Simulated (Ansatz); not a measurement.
# BNH2: geometry and frequencies at several levels

Wanted for BNH2: geometry and frequencies at several levels.

Method: the levels named in each step, in Ansatz 0.2.0.

### Step 1. The system as given

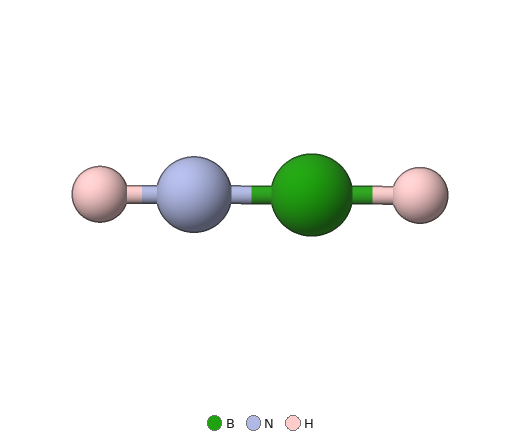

Start, viewed from a chosen angle; boron green, nitrogen light blue, hydrogen pink.

As a file:

```xyz
4

B     0.0000    0.0000   -0.5824
N     0.0000    0.0000    0.6576
H     0.0000    0.0000   -1.7222
H     0.0000    0.0000    1.6470
```

### Step 2. A rough first relaxation, PBE-D4/def2-SVP

This run stands in another session on the same molecule. It ended at:

```xyz
4

B     0.0000    0.0000   -0.5791
N     0.0000    0.0000    0.6709
H     0.0000    0.0000   -1.7682
H     0.0000    0.0000    1.6763
```

### Step 3. Relaxation, PBE0-D4/def2-TZVPP

This run stands in another session on the same molecule. It ended at:

```xyz
4

B     0.0000    0.0000   -0.5714
N     0.0000    0.0000    0.6614
H     0.0000    0.0000   -1.7423
H     0.0000    0.0000    1.6524
```

### Step 4. Relaxation, CCSD(T)/cc-pV(T+d)Z

The input, input.yaml:

```yaml
crystal:
  periodic: [false, false, false]
  atoms:
    - { symbol: B, position_ang: [0.0, 0.0, -0.5713908] }
    - { symbol: "N", position_ang: [0.0, 0.0, 0.66135318] }
    - { symbol: H, position_ang: [0.0, 0.0, -1.74231802] }
    - { symbol: H, position_ang: [0.0, 0.0, 1.65235563] }
basis:
  gaussian: { orbitals: "cc-pV(T+d)Z.json" }
correlation:
  method: ccsd_t
relax:
  f_tol: 0.002
  max_steps: 40
```

Launch:

```console
ansatz run input.yaml --threads 2 --pin off --max-ram 5120MiB --backend cpu --events-out ev --progress --plain --runs-dir out
```

The program printed, cut to the lines that bear on the results:

```text
Warning: RAYON_NUM_THREADS=2 ignored (pool sized by the plan → 2); use --threads N
[...]
Functional definition: HF
[...]
590 factors; integrals over basis functions are off by at most 3.7e-4 eV
[...]
mean field -2185.78583123 eV, -80.3261477190 hartree, gradient 1.6e-6 eV, S^2 0.000000; 0 other end points of the search recorded, 0 dependent functions left out
2 core orbitals not correlated: weight in the atoms' cores, before any rotation towards them, 1.000 or more for the frozen orbitals, at most 0.000 for the correlated occupied ones
reference -2185.78583123 eV, -80.3261477190 hartree; 5, 5 occupied and 81, 81 virtual orbitals, 590 factors
second order -8.28103050 eV of doubles, -0.00000000 eV of singles
cycle   1  -8.28174161 eV  change   -7.1e-4 eV  update   7.5e-2
[...]
perturbative correction -0.39152677 eV, -0.0143883434 hartree
[...]
relax step   1: F+E_penalty+E_count = -2194.75788072 eV  Δ(F+E_penalty+E_count) = +0.000e0 eV  max|allowed force component| = 9.312e-1 eV/Å  Δτ_max = 0.0000 Å  (49 SCF iters, accepted)
[...]
relax step   3: F+E_penalty+E_count = -2194.76257122 eV  Δ(F+E_penalty+E_count) = -4.959e-5 eV  max|allowed force component| = 2.466e-3 eV/Å  Δτ_max = 0.0007 Å  (30 SCF iters, accepted)
[...]
relax step   4: F+E_penalty+E_count = -2194.76257144 eV  Δ(F+E_penalty+E_count) = -2.205e-7 eV  max|allowed force component| = 1.917e-4 eV/Å  Δτ_max = 0.0000 Å  (22 SCF iters, accepted)
590 factors; integrals over basis functions are off by at most 3.8e-4 eV
[...]
mean field -2185.76817853 eV, -80.3254989941 hartree, gradient 1.9e-6 eV, S^2 0.000000; 1 other end points of the search recorded, 0 dependent functions left out
2 core orbitals not correlated: weight in the atoms' cores, before any rotation towards them, 1.000 or more for the frozen orbitals, at most 0.000 for the correlated occupied ones
reference -2185.76817853 eV, -80.3254989941 hartree; 5, 5 occupied and 81, 81 virtual orbitals, 590 factors
second order -8.30438863 eV of doubles, -0.00000000 eV of singles
[...]
cycle   9  -8.59776757 eV  change    4.7e-6 eV  update   3.1e-6
perturbative correction -0.39662531 eV, -0.0145757114 hartree
[...]
Total energy: -2194.76257142 eV, -80.6560368360 hartree
Atom 0 at    -0.000000    -0.000000    -0.576969 Å, force    -0.000000    -0.000000    -0.000088 eV/Å
Atom 1 at    -0.000000    -0.000000     0.666213 Å, force     0.000000     0.000000    -0.000192 eV/Å
Atom 2 at     0.000000     0.000000    -1.746927 Å, force     0.000000     0.000000     0.000143 eV/Å
Atom 3 at     0.000000     0.000000     1.657683 Å, force    -0.000000    -0.000000     0.000136 eV/Å
Dipole moment:    -0.000000    -0.000000     0.037482 e Å
```

Run time: 59 s. Hardware: 2 threads of Intel Xeon at 2.50GHz (Skylake/Cascade Lake), shared host; peak memory 0.39 GiB.

Relaxation path:

| step | E - E(step 1) (eV) | largest force component (eV/Å) |
| --- | --- | --- |
| 1 | 0.0000 | 0.9312 |
| 2 | -0.0046 | 0.0945 |
| 3 | -0.0047 | 0.0025 |
| 4 | -0.0047 | 0.0002 |

Step 1 is the start.

Before: Bond lengths: B1–N2 1.233 Å, B1–H3 1.171 Å, N2–H4 0.991 Å. Angles: B1–N2–H4 180.0°, N2–B1–H3 180.0°.

After: Bond lengths: B1–N2 1.243 Å, B1–H3 1.170 Å, N2–H4 0.991 Å. Angles: B1–N2–H4 180.0°, N2–B1–H3 180.0°.

### Step 5. Frequencies, CCSD(T)/cc-pV(T+d)Z

The input, input.yaml:

```yaml
crystal:
  periodic: [false, false, false]
  atoms:
    - { symbol: B, position_ang: [0.0, 0.0, -0.57696895] }
    - { symbol: "N", position_ang: [0.0, 0.0, 0.66621254] }
    - { symbol: H, position_ang: [0.0, 0.0, -1.7469271] }
    - { symbol: H, position_ang: [0.0, 0.0, 1.6576835] }
basis:
  gaussian: { orbitals: "cc-pV(T+d)Z.json" }
correlation:
  method: ccsd_t
phonons: {}
```

Launch:

```console
ansatz run input.yaml --threads 2 --pin off --max-ram 5120MiB --backend cpu --events-out ev --progress --plain --runs-dir out
```

The program printed, cut to the lines that bear on the results:

```text
Warning: RAYON_NUM_THREADS=2 ignored (pool sized by the plan → 2); use --threads N
[...]
[... 1 set-up line as earlier in the session ...]
[...]
590 factors; integrals over basis functions are off by at most 3.8e-4 eV
[...]
mean field -2185.76817854 eV, -80.3254989944 hartree, gradient 1.6e-6 eV, S^2 0.000000; 0 other end points of the search recorded, 0 dependent functions left out
2 core orbitals not correlated: weight in the atoms' cores, before any rotation towards them, 1.000 or more for the frozen orbitals, at most 0.000 for the correlated occupied ones
reference -2185.76817854 eV, -80.3254989944 hartree; 5, 5 occupied and 81, 81 virtual orbitals, 590 factors
second order -8.30438863 eV of doubles, -0.00000000 eV of singles
cycle   1  -8.29333434 eV  change    1.1e-2 eV  update   7.6e-2
[...]
perturbative correction -0.39662531 eV, -0.0145757114 hartree
[...]
590 factors; integrals over basis functions are off by at most 3.8e-4 eV
[...]
2 core orbitals not correlated: weight in the atoms' cores, before any rotation towards them, 1.000 or more for the frozen orbitals, at most 0.000 for the correlated occupied ones
reference -2185.76984653 eV, -80.3255602920 hartree; 5, 5 occupied and 81, 81 virtual orbitals, 590 factors
second order -8.30258316 eV of doubles, -0.00000000 eV of singles
[...]
cycle   9  -8.59620301 eV  change    4.7e-6 eV  update   3.1e-6
perturbative correction -0.39635949 eV, -0.0145659426 hartree
[...]
Total energy: -2194.76257129 eV, -80.6560368314 hartree
Atom 0 at     0.000000     0.000000    -0.576969 Å, force    -0.000000    -0.000000    -0.000087 eV/Å
Atom 1 at     0.000000     0.000000     0.666213 Å, force     0.000000     0.000000    -0.000192 eV/Å
Atom 2 at     0.000000     0.000000    -1.746927 Å, force     0.000000     0.000000     0.000143 eV/Å
Atom 3 at     0.000000     0.000000     1.657684 Å, force    -0.000000    -0.000000     0.000136 eV/Å
Dipole moment:     0.000000    -0.000000     0.037482 e Å
Vibrations: 468.97 468.97 718.49 718.49 1813.47 2873.24 3882.56 cm⁻¹, zero-point energy 0.678453 eV
```

Run time: 3.8 min. Hardware: 2 threads of Intel Xeon at 2.50GHz (Skylake/Cascade Lake), shared host; peak memory 0.39 GiB.

Harmonic frequencies (cm⁻¹; negative: imaginary): 469, 469, 718, 718, 1813, 2873, 3883.

### Step 6. Relaxation, CCSD(T)/cc-pwCVTZ, all electrons

Edit input.yaml of step 5 so:

```diff
@@ -8,5 +8,8 @@
 basis:
-  gaussian: { orbitals: "cc-pV(T+d)Z.json" }
+  gaussian: { orbitals: cc-pwCVTZ.json }
 correlation:
   method: ccsd_t
-phonons: {}
+  frozen_orbitals: { B: 0, H: 0, "N": 0 }
+relax:
+  f_tol: 0.002
+  max_steps: 40
```

Launch:

```console
ansatz run input.yaml --threads 2 --pin off --max-ram 5120MiB --backend cpu --events-out ev --progress --plain --runs-dir out
```

The program printed, cut to the lines that bear on the results:

```text
Warning: RAYON_NUM_THREADS=2 ignored (pool sized by the plan → 2); use --threads N
[...]
[... 1 set-up line as earlier in the session ...]
[...]
715 factors; integrals over basis functions are off by at most 4.1e-4 eV
[...]
mean field -2185.79670059 eV, -80.3265471604 hartree, gradient 1.6e-6 eV, S^2 0.000000; 0 other end points of the search recorded, 0 dependent functions left out
reference -2185.79670059 eV, -80.3265471604 hartree; 7, 7 occupied and 107, 107 virtual orbitals, 715 factors
second order -10.93038041 eV of doubles, -0.00000000 eV of singles
cycle   1  -10.98431082 eV  change   -5.4e-2 eV  update   7.8e-2
[...]
perturbative correction -0.43154509 eV, -0.0158589897 hartree
[...]
relax step   1: F+E_penalty+E_count = -2197.54624749 eV  Δ(F+E_penalty+E_count) = +0.000e0 eV  max|allowed force component| = 3.949e-1 eV/Å  Δτ_max = 0.0000 Å  (50 SCF iters, accepted)
[...]
715 factors; integrals over basis functions are off by at most 4.0e-4 eV
mean field -2185.80833141 eV, -80.3269745853 hartree, gradient 1.8e-6 eV, S^2 0.000000; 1 other end points of the search recorded, 0 dependent functions left out
[...]
reference -2185.80833141 eV, -80.3269745853 hartree; 7, 7 occupied and 107, 107 virtual orbitals, 715 factors
second order -10.91989013 eV of doubles, -0.00000000 eV of singles
[...]
cycle   9  -11.31039854 eV  change    3.4e-6 eV  update   3.4e-6
perturbative correction -0.42875700 eV, -0.0157565293 hartree
[...]
Total energy: -2197.54748696 eV, -80.7583805944 hartree
Atom 0 at     0.000000     0.000000    -0.574676 Å, force    -0.000000    -0.000000    -0.000055 eV/Å
Atom 1 at     0.000000    -0.000000     0.663262 Å, force    -0.000000    -0.000000     0.000029 eV/Å
Atom 2 at    -0.000000     0.000000    -1.742401 Å, force     0.000000     0.000000     0.000028 eV/Å
Atom 3 at    -0.000000     0.000000     1.653815 Å, force     0.000000     0.000000    -0.000003 eV/Å
Dipole moment:     0.000000     0.000000     0.040554 e Å
```

Run time: 3.3 min. Hardware: 2 threads of Intel Xeon at 2.50GHz (Skylake/Cascade Lake), shared host; peak memory 0.81 GiB.

Relaxation path:

```csv
step,energy from step 1 (eV),largest force component (eV/Å)
1,0.0000,0.3949
2,-0.0012,0.0369
3,-0.0012,0.0023
4,-0.0012,0.0001
```

Step 1 is the start.

Before: Bond lengths: B1–N2 1.243 Å, B1–H3 1.170 Å, N2–H4 0.991 Å. Angles: B1–N2–H4 180.0°, N2–B1–H3 180.0°.

After: Bond lengths: B1–N2 1.238 Å, B1–H3 1.168 Å, N2–H4 0.991 Å. Angles: B1–N2–H4 180.0°, N2–B1–H3 180.0°.

### Step 7. Geometries side by side

```tsv
level	B1–N2 (Å)	rotational constants (MHz)	dipole (D)	highest frequency (cm⁻¹)	CPU time
PBE0-D4/def2-TZVPP	1.2327	33197	0.00	-	11 s
CCSD(T)/cc-pV(T+d)Z	1.2432	32781	0.18	3883	94 s
CCSD(T)/cc-pwCVTZ, all electrons	1.2379	33016	0.19	-	6.1 min
```

Constants are for the commonest isotopes at the equilibrium geometry; times are CPU times of the relaxations.

### Step 8. Summary of results

```
                                 quantity             value
B1–N2 at CCSD(T)/cc-pwCVTZ, all electrons           1.238 Å
       frequencies at CCSD(T)/cc-pV(T+d)Z  469 to 3883 cm⁻¹
```

In words: The B–N distance spreads over 0.010 Å, from PBE0-D4/def2-TZVPP (shortest) to CCSD(T)/cc-pV(T+d)Z. No mode is imaginary, so the geometry is a minimum.
